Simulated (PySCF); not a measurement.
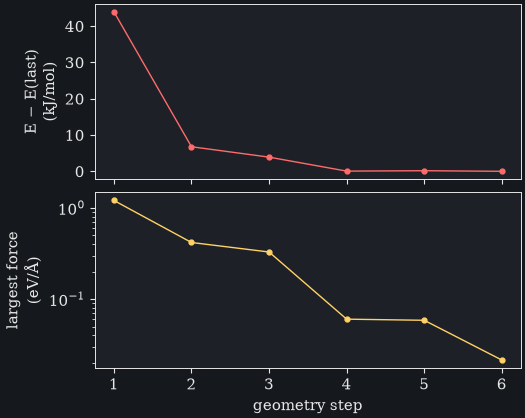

History of a geometry optimisation.

- system: (NaF)4 cube
- method: PBE0-D3(BJ)/def2-SVP, geometry optimisation (PySCF 2.14.0, density fitting)

### How did the optimisation end?

The optimisation met its thresholds at geometry 6, counting the start as the first. The energy fell by about 44 kJ/mol from the first step to the last. The largest force goes from about 1.2 eV/Å at the start to 0.021 eV/Å at the end.
